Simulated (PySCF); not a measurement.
The calculation's input:

```
{"job": {"kind": "nmr", "xc": "PBE0", "basis": "pcSseg-1"}, "charge": 0, "multiplicity": 1}
N     -2.713292     0.485379     2.650368
C     -2.380800     0.405082     1.554823
Si    -1.747998     0.258993    -0.191500
Si    -0.691759    -1.831501    -0.313518
Si     1.595811    -1.425206    -0.040233
Si     1.945982     0.887478    -0.110804
Si    -0.122491     1.934795    -0.421167
H     -2.994337     0.425798    -0.952985
H     -0.980723    -2.419669    -1.629170
H     -1.248689    -2.791286     0.642539
H      2.077628    -1.998067     1.221257
H      2.375111    -2.124300    -1.069588
H      2.594971     1.365632     1.114806
H      2.883432     1.258739    -1.177811
H     -0.239538     2.511990    -1.767707
H     -0.360906     3.065086     0.479279
```

Launched as:

```sh
OMP_NUM_THREADS=1 python probes_run.py task.json out
```

Geometry: GFN2-xTB.

Theory: PySCF, PBE0/pcSseg-1, SCF density, gas phase, non-relativistic.

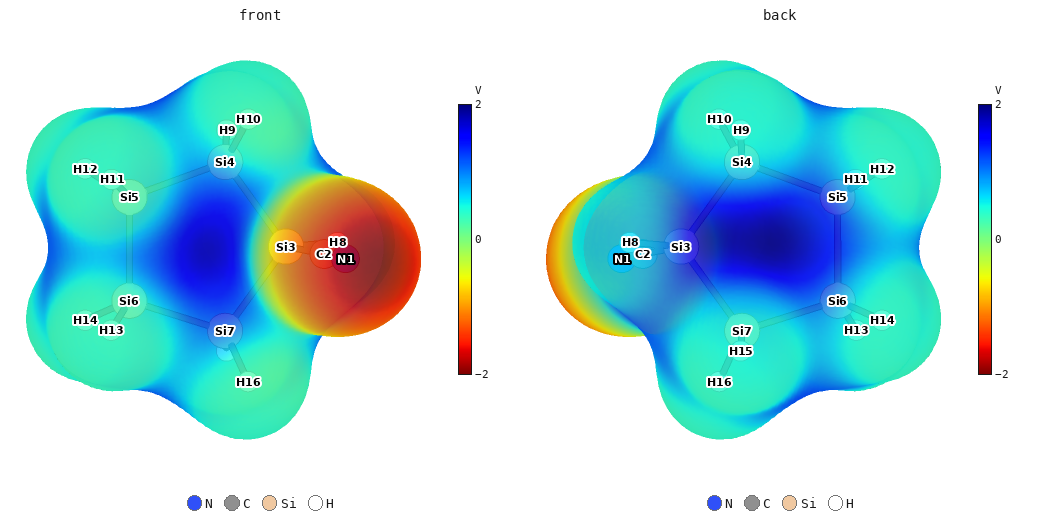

CH9NSi5 (SMILES N#C[SiH]1[SiH2][SiH2][SiH2][SiH2]1). The electrostatic potential painted on the density surface at 0.002 e/bohr³, seen from the front and from behind; the colour scale runs from red (negative) to blue (positive).

Q: Describe the electrostatic potential map.

A: The most negative region (about −1.8 V, or −42 kcal/mol for a unit charge) lies over N1, the most positive (about +1.9 V, or +44 kcal/mol for a unit charge) over the Si atoms. N1 is the likeliest acceptor of a hydrogen bond.
